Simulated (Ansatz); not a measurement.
Partial pair distribution functions of a relaxed model of amorphous Si24O51Al2, broadened by 0.06 Å; density 2.24 g/cm³. All values below come from PBE, scalar-relativistic without spin-orbit coupling (plane waves to 420 eV, PAW; Ansatz, an electronic-structure program).

It comes from a melt-quench run on a machine-learned potential (CHGNet), relaxed afterwards by DFT. O atoms were pushed apart under 1.9 Å during the dynamics, to hinder bonds among them. The hot cell started wider than the set density and was brought back towards it in steps. It is the lowest in DFT energy of 2 quenches. It is a model cell: composition and starting density were chosen by hand, and all elements were melted together. No dispersion term was used. Its density started from a set value of 2.24 and ended at 2.24 g/cm³. Cooling (nominally 480 K/ps over its main leg) ran many orders faster than in experiment, which tends to leave more defects and strain. Values belong to this one cell and scatter from quench to quench. The volume was held where the preparation left it and the shape relaxed, at a PBE pressure of -1.5 GPa (tension). Stress components on the final sampling reach 2.5 GPa. Cycles of charging lowered its energy after that relaxation.

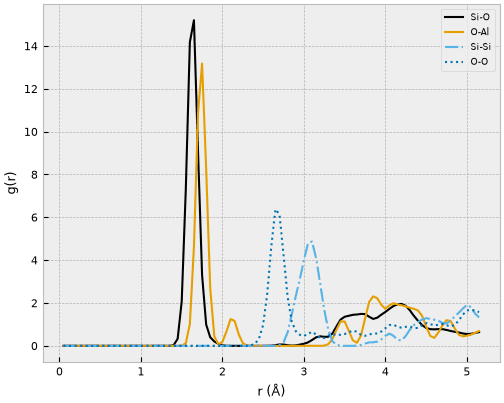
Figure. Partial pair distribution functions

Highest peaks under 4.5 Å: Si-O near 1.65 Å, O-Al near 1.75 Å, Si-Si near 3.10 Å, O-O near 2.65 Å; pairs of few atoms are noisy.

Within 2.02 Å each Si has 4.00 O neighbours on average.
